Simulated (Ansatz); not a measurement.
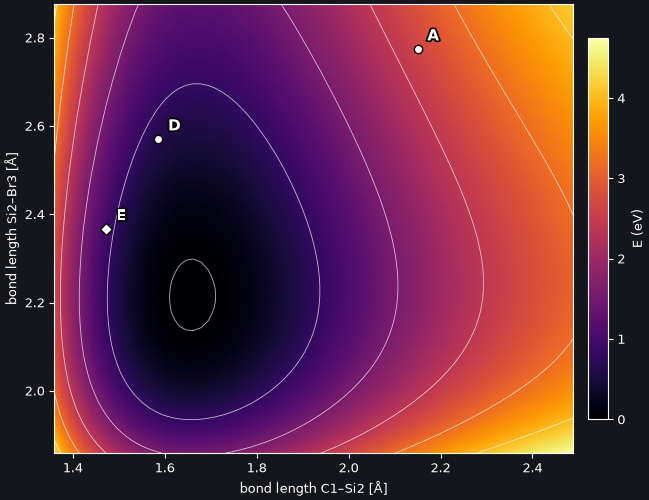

CHBrSi, SMILES C#[Si]Br. 
- Coordinates scanned: (1) bond length C1–Si2; (2) bond length Si2–Br3.
- Nothing is relaxed (all other coordinates rigid).
- The grid has 11 × 11 points.
- Points are written as (first, second).
- Energies: eV, counted from the lowest grid point.
- The reference is spin-restricted, which grows unreliable where a bond is stretched far.
- Computed with Ansatz 0.2.0, RKS B3LYP-D4/def2-TZVP.

In the figure: a smooth colour map with a few white contour lines, lettered points. Between grid points the surface is interpolated.

Is D the lowest point of the computed grid?

Answer. No. D lies 0.63 eV above the lowest grid point, which is at (1.699 Å, 2.266 Å).

What kind of point is each of A, E: minimum, saddle, maximum or slope?

Answer. A: on a slope; E: on a slope. (In these two coordinates alone; a stationary point may lie a little off the grid point.)
